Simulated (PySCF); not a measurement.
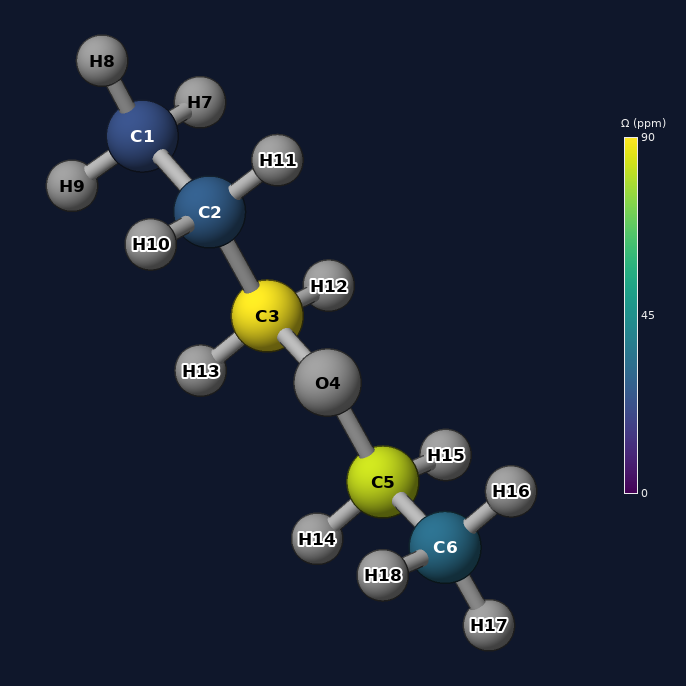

The C atoms are coloured by the span of their shielding tensor. Computed geometry: PBE0-D3(BJ)/def2-TZVP optimisation. No frequency run is at hand to confirm it as a minimum. Properties computed with GIAO KT3/pcSseg-2 NMR shielding, non-relativistic, gas phase (PySCF 2.14.0). Principal shieldings σ11 ≤ σ22 ≤ σ33, span Ω = σ33 − σ11, skew κ = 3(σiso − σ22)/Ω.

Give the shielding tensors of the C atoms.

```tsv
atom	σ11	σ22	σ33	σiso	Ω	κ
C1	162.9	163.0	185.9	170.6	23.0	0.99
C2	139.3	156.3	166.4	154.0	27.1	−0.26
C3	67.1	85.3	156.5	103.0	89.4	0.59
C5	78.4	91.4	161.2	110.4	82.8	0.69
C6	149.8	162.2	182.9	164.9	33.1	0.25
```

Shieldings and span in ppm.
